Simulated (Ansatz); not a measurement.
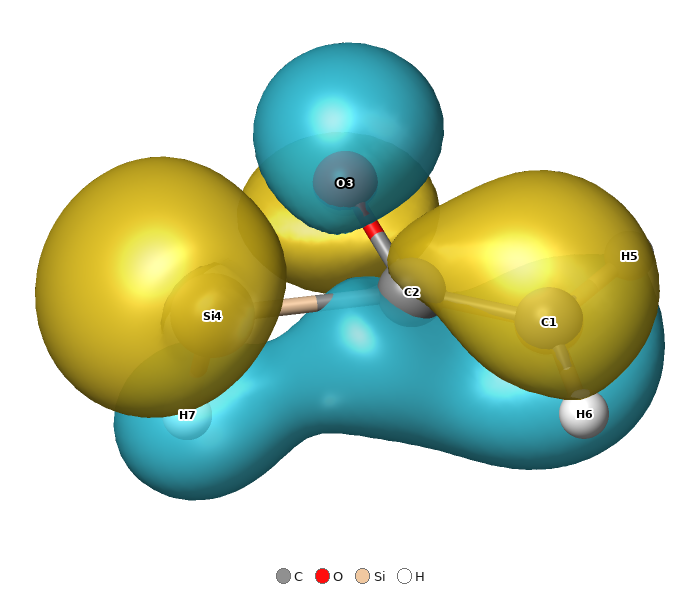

Figure. C2H3OSi (charge −1). The HOMO at ±0.08 Å⁻³ᐟ² (yellow and cyan are the two phases), seen at a tilt.

The highest occupied orbital lies above zero, a sign that basis and functional describe the outermost electron poorly.

Computed with RKS PBE-D4/6-31G (Ansatz 0.2.0).

| atom | x (Å) | y (Å) | z (Å) |
| --- | --- | --- | --- |
| C | -0.6594 | 0.7025 | 0.8580 |
| C | 0.2283 | 0.0429 | 0.0777 |
| O | 1.0789 | -1.0038 | 0.3833 |
| Si | 1.2510 | -0.3401 | -1.5386 |
| H | -0.8094 | 0.4411 | 1.9158 |
| H | -1.2620 | 1.5193 | 0.4500 |
| H | 0.1727 | -1.3619 | -2.1463 |

Question: Where does this orbital lie, and at what energy?

Answer: By Hirshfeld shares it lies mainly on O3 (about 35 %), C1 (about 25 %), Si4 (about 20 %) and C2 (about 10 %). Its energy is 0.47 eV.
